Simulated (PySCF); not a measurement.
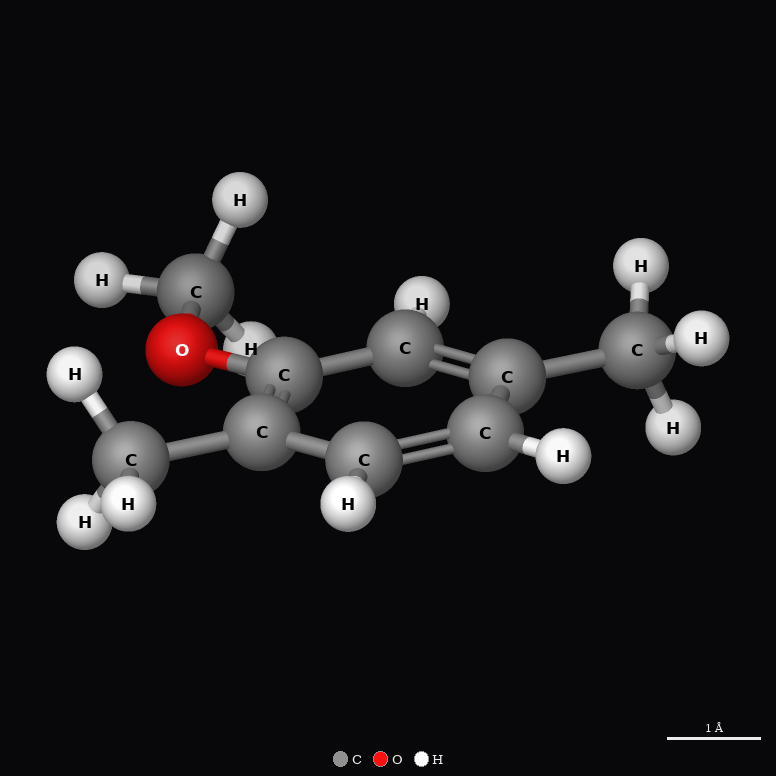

The picture shows a molecular structure as a ball-and-stick model. Double and triple bonds are drawn as two and three sticks.

The computed structure is the end point of a PBE0-D3(BJ)/def2-SVP optimisation. No frequency run is at hand to confirm it as a minimum.

Description:

The molecule is C9H12O. Its SMILES string is `COc1cc(C)ccc1C`. Independent rings (smallest set): 1 of 6 members, 1 of them aromatic. Among its groups: ether. Coordination: 3 C tetrahedral; 1 O bent; 6 C trigonal planar.

More results for the same structure follow; atom numbers are the same in all pictures, views and colours differ.

**NMR shielding**

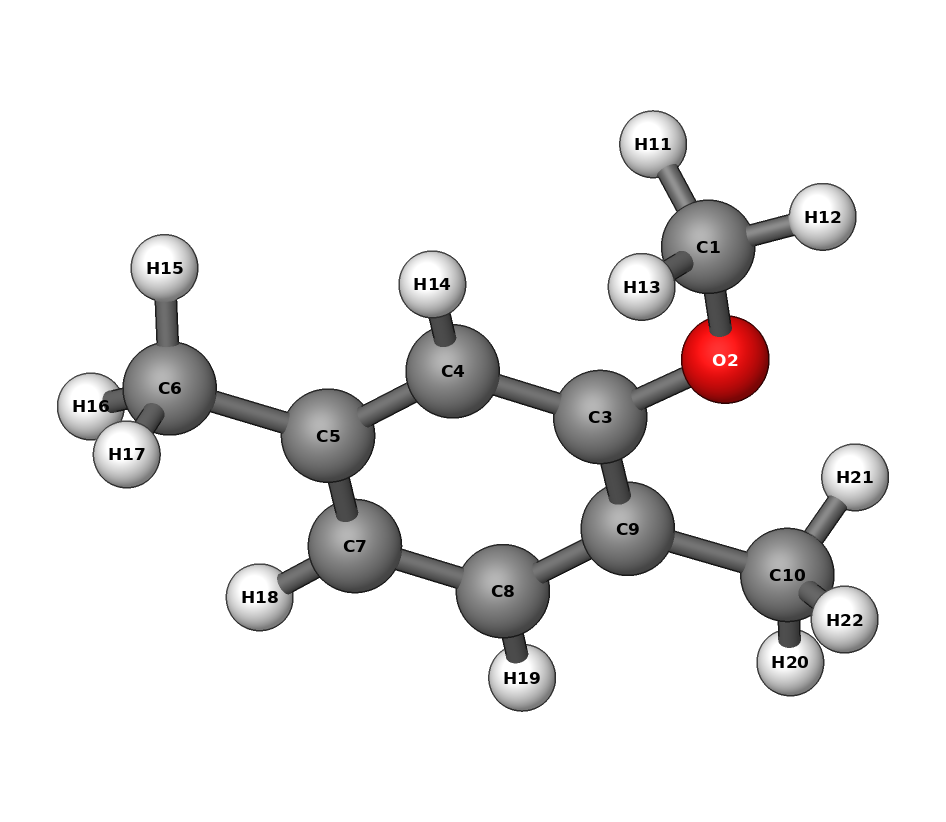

No frequency run is at hand to confirm it as a minimum. Level of theory: GIAO PBE0/pcSseg-1 NMR shielding, non-relativistic, IEF-PCM benzene (PySCF 2.14.0). Principal shieldings σ11 ≤ σ22 ≤ σ33, span Ω = σ33 − σ11, skew κ = 3(σiso − σ22)/Ω.

Give the shielding tensors of the O atoms.

```tsv
atom	σ11	σ22	σ33	σiso	Ω	κ
O2	135.7	255.8	307.2	232.9	171.5	−0.40
```

Shieldings and span in ppm.

**Charges**

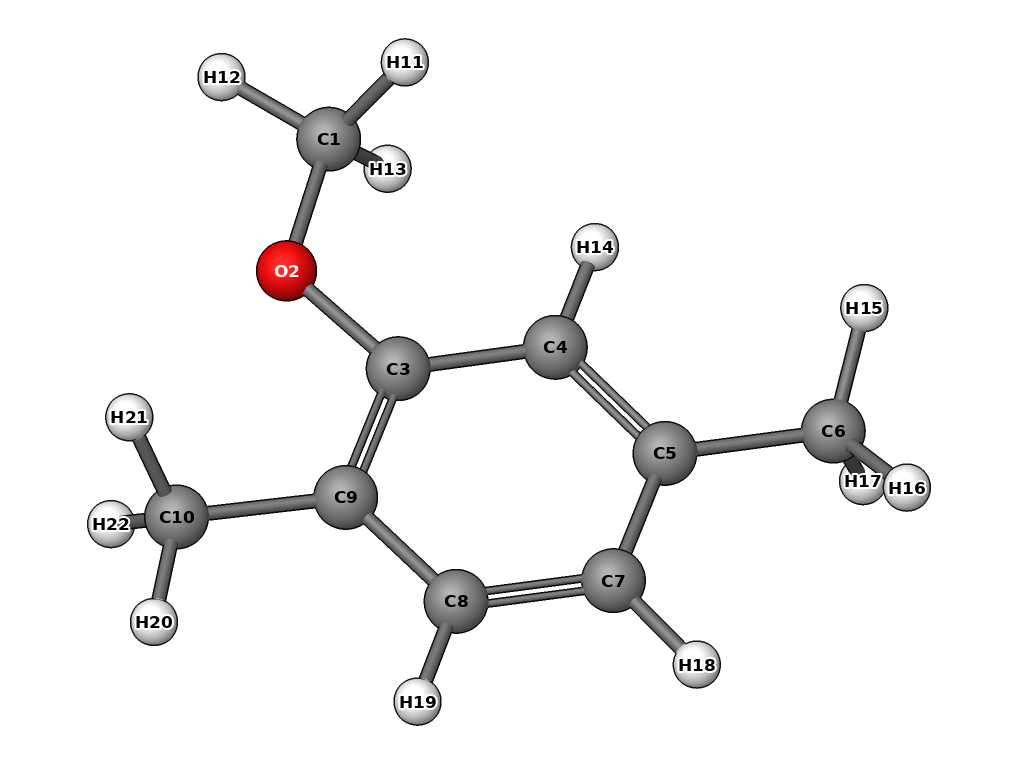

The questions are on ESP-fitted charges. No frequency run is at hand to confirm it as a minimum. Properties computed with PBE0/pcSseg-1 in acetonitrile (IEF-PCM) (PySCF 2.14.0).

> Which atom carries the highest charge (most positive or least negative)?

C3 (0.37 e).

> And the lowest?

C4 (−0.55 e).

Give the ESP-fitted charges atom by atom.

```csv
atom,value (e)
C1,−0.22
O2,−0.26
C3,0.37
C4,−0.55
C5,0.36
C6,−0.54
C7,−0.44
C8,−0.21
C9,0.03
C10,−0.46
H11,0.12
H12,0.14
H13,0.13
H14,0.24
H15,0.16
H16,0.15
H17,0.16
H18,0.22
H19,0.19
H20,0.16
H21,0.13
H22,0.13
```

**Quadrupole coupling**

No frequency run is at hand to confirm it as a minimum. Electric field gradients from the ground-state density, PBE0/pcSseg-1 in acetonitrile (IEF-PCM) (PySCF 2.14.0), non-relativistic apart from any core potentials.

Give the largest field-gradient component, the quadrupole coupling constant and the asymmetry for 17O at O2 (Q = −25.6 mb), 2H at H11 (Q = 2.86 mb), 2H at H12 (Q = 2.86 mb).

| atom | V_zz (a.u.) | e²qQ/h (MHz) | η |
| --- | --- | --- | --- |
| O2 | 1.891 | −11.38 | 0.63 |
| H11 | 0.272 | 0.183 | 0.08 |
| H12 | 0.287 | 0.193 | 0.08 |
